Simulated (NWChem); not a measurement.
# PF3 (phosphorus trifluoride): levels of theory compared

We compute a comparison of 6 runs (SVWN5/6-311+G**, revPBE/6-311+G**, CAM-B3LYP/6-311+G**, M06-2X/6-311+G**, TPSS/6-311+G**, CCSD(T)/6-311+G**) of PF3 (phosphorus trifluoride). 

Program for the calculation: NWChem 7.3.0.

1 further run of the same task is left out (set aside as unsound or not needed).

**1. The molecule**

PF3: 4 atoms, total charge 0, spin state singlet. As SMILES, `FP(F)F`. The P2–F4 distance was set to 2.357 Å, away from the relaxed value. At this shape a bond of the SMILES string is far longer than usual.

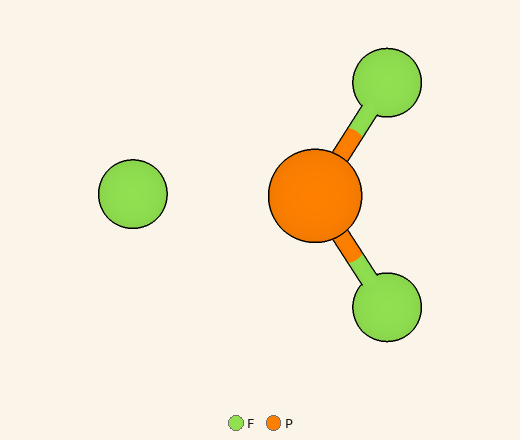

Viewed from a chosen angle; fluorine green, phosphorus orange.

**2. A single-point energy at SVWN5/6-311+G(d,p) (run 1)**

Input file test.nw:

```
start test
memory 2200 mb
charge 0

geometry units angstroms noautosym nocenter noautoz
   F        0.423128      -1.028519       1.435680
   P       -0.708772      -0.050719       0.953480
   F       -1.473172      -1.061819       0.024280
   F        0.525000       1.045200      -0.730000
end

basis spherical bse
   * library 6-311+G**
end

dft
   xc slater vwn_5
   grid fine
   convergence energy 1e-08
   iterations 100
   mulliken
   print low
end

task dft energy
```

Run with:

```sh
nwchem test.nw > test.out
```

The log of the run:

```text
[...]
 d= 0,ls=0.0,diis     1   -637.5424772188 -8.05D+02  7.91D-02  5.42D+00     0.8
[...]
 d= 0,ls=0.0,diis    14   -637.8527839058 -3.08D-10  3.19D-07  5.39D-09     7.4
         Total DFT energy =     -637.852783905844
      One electron energy =    -1222.547741881442
           Coulomb energy =      468.050341957543
    Exchange-Corr. energy =      -51.276554522991
 Nuclear repulsion energy =      167.921170541046
[...]
      Total Density - Mulliken Population Analysis
     ---------------------------------------------
    Atom       Charge   Shell Charges
 -----------   ------   -------------------------------------------------------
    1 F    9     9.09   1.07  0.93  1.18  1.08  2.30  0.91  1.73 -0.14  0.02  0.00
    2 P   15    14.36   0.79  1.18  0.90  1.08  1.09  1.14  2.02  3.83  0.61  1.21  0.21  0.05 -0.00  0.26
    3 F    9     9.09   1.07  0.93  1.18  1.08  2.30  0.91  1.73 -0.14  0.02  0.00
    4 F    9     9.45   1.07  0.93  1.17  1.09  2.21  0.92  1.84 -0.03  0.26  0.00
[...]
```

It took 8.1 s on 1 thread of AMD EPYC 9R14 (Zen 4), shared host; peak memory 0.11 GiB.

**3. The energy at revPBE/6-311+G(d,p) (run 2)**

Input file geom.nw:

```
start geom
memory stack 880 mb heap 220 mb global 1100 mb
charge 0
geometry noautosym nocenter noautoz
 F        0.423128      -1.028519       1.435680
 P       -0.708772      -0.050719       0.953480
 F       -1.473172      -1.061819       0.024280
 F        0.525000       1.045200      -0.730000
end
basis spherical bse
 F library 6-311+G**
 P library 6-311+G**
end
dft
 xc revpbe cpbe96
 grid fine
 convergence energy 1e-08
 iterations 100
 mulliken
 print low
end
task dft
```

Run with:

```sh
nwchem geom.nw > geom.out
```

The log of the run:

```text
[...]
 d= 0,ls=0.0,diis     1   -640.5470930368 -8.08D+02  8.08D-02  2.64D+00     1.0
[...]
 d= 0,ls=0.0,diis    13   -640.8233480596 -6.21D-10  3.21D-07  4.91D-09     9.0
         Total DFT energy =     -640.823348059604
      One electron energy =    -1222.935514462668
           Coulomb energy =      468.572394410113
    Exchange-Corr. energy =      -54.381398548095
 Nuclear repulsion energy =      167.921170541046
[...]
      Total Density - Mulliken Population Analysis
     ---------------------------------------------
    Atom       Charge   Shell Charges
 -----------   ------   -------------------------------------------------------
    1 F    9     9.08   1.08  0.91  1.17  1.10  2.35  0.90  1.70 -0.15  0.02  0.00
    2 P   15    14.40   0.79  1.17  0.92  1.06  1.07  1.17  2.02  3.85  0.57  1.26  0.19  0.06  0.01  0.26
    3 F    9     9.08   1.08  0.91  1.17  1.10  2.35  0.90  1.70 -0.15  0.02  0.00
    4 F    9     9.45   1.08  0.91  1.15  1.11  2.25  0.90  1.81 -0.04  0.26  0.00
[...]
```

Wall time 9.6 s (1 thread of AMD EPYC 9R14 (Zen 4), shared host); peak memory 0.11 GiB.

Runs 3 to 5 aren't shown in full; the table further down has their settings and results.

**4. The energy at CCSD(T)/6-311+G(d,p) (run 6)**

Input file geom.nw:

```
START geom
memory 2200 mb

GEOMETRY units angstroms noautosym nocenter noautoz
 F     0.423128   -1.028519    1.435680
 P    -0.708772   -0.050719    0.953480
 F    -1.473172   -1.061819    0.024280
 F     0.525000    1.045200   -0.730000
END

BASIS spherical bse
 * library 6-311+G**
END

SCF
 thresh 1e-08
 maxiter 80
END

CCSD
 freeze core 8
 maxiter 60
END

TASK ccsd(t) energy
```

Run with:

```sh
nwchem geom.nw > geom.out
```

The log of the run:

```text
[...]
  functions       =    96
[...]
  wavefunction    = RHF
[...]
         Total SCF energy =   -639.103944081342
      One-electron energy =  -1222.317279597081
      Two-electron energy =    415.292164974692
 Nuclear repulsion energy =    167.921170541046
        Time for solution =      9.3s
[...]
 Total MP2 energy:           -639.866652264412778
[...]
             energy      energy      error      ampl     ampl      Block
                                                time     time      time
[...]
 Total CCSD energy:           -639.865310721004676
[...]
 Total CCSD+T(CCSD) energy:           -639.896680574186462
[...]
 Total CCSD(T) energy:                -639.892109522784267
[...]
```

It took 2.5 min on 1 thread of AMD EPYC 9R14 (Zen 4), shared host; peak memory 0.32 GiB.

**5. Overview of the runs**

```tsv
run	level	integration grid	iteration cap	energy (Eh)	wall time
1	SVWN5/6-311+G**	fine	100	-637.852784	8.1 s
2	revPBE/6-311+G**	fine	100	-640.823348	9.6 s
3	CAM-B3LYP/6-311+G**	fine	100	-640.918419	37 s
4	M06-2X/6-311+G**	fine	100	-640.842433	11 s
5	TPSS/6-311+G**	fine	100	-641.024016	11 s
6	CCSD(T)/6-311+G**	–	80	-639.892110	2.5 min
```

**6. Outcome**

| quantity | value |
| --- | --- |
| run 6: total energy | -639.89211 Eh |
| run 6: HOMO energy (Hartree–Fock orbitals) | -13.11 eV |
| run 6: LUMO energy (Hartree–Fock orbitals) | -0.83 eV |
| run 6: HOMO–LUMO gap (Hartree–Fock orbitals) | 12.28 eV |
| run 6: correlation energy (8 core orbitals frozen) | -788.2 mEh |
| run 6: (T) correction | -26.80 mEh |

What this shows: Over runs 3, 4, 5 the dipole moment (its size) runs from 4.65 D (TPSS/6-311+G**) to 5.38 D (M06-2X/6-311+G**). Over runs 3, 4, 5 the HOMO–LUMO gap runs from 2.81 eV (TPSS/6-311+G**) to 7.82 eV (CAM-B3LYP/6-311+G**). Totals of different functionals can't be ranked against each other. All runs together took 3.8 min, the longest 2.5 min.
